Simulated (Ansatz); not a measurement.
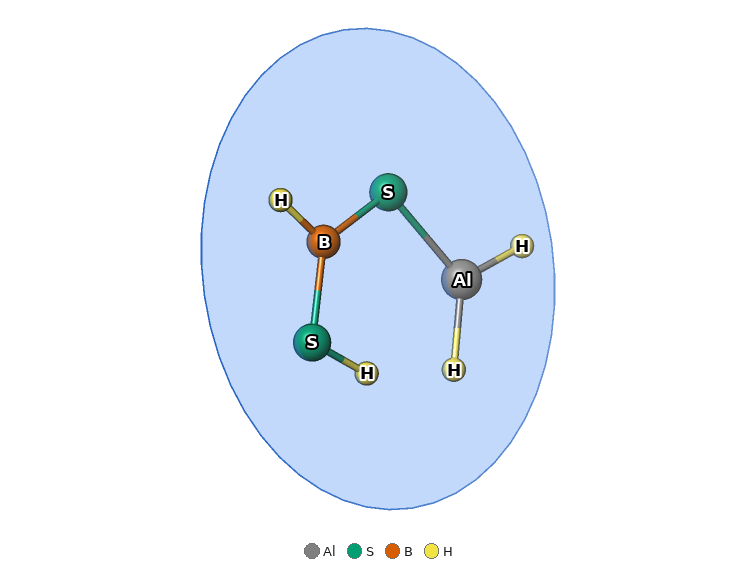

All proper rotation axes (lines) and mirror planes (discs) of the structure are drawn in. Distant atoms are faded towards the background colour. Computed geometry: PBE0-D4/def2-TZVP optimisation.

### Name the symmetry elements and the point group.

It has 1 mirror plane. Point group Cs. The group has 2 operations. The geometry is achiral, and symmetry allows a dipole moment.
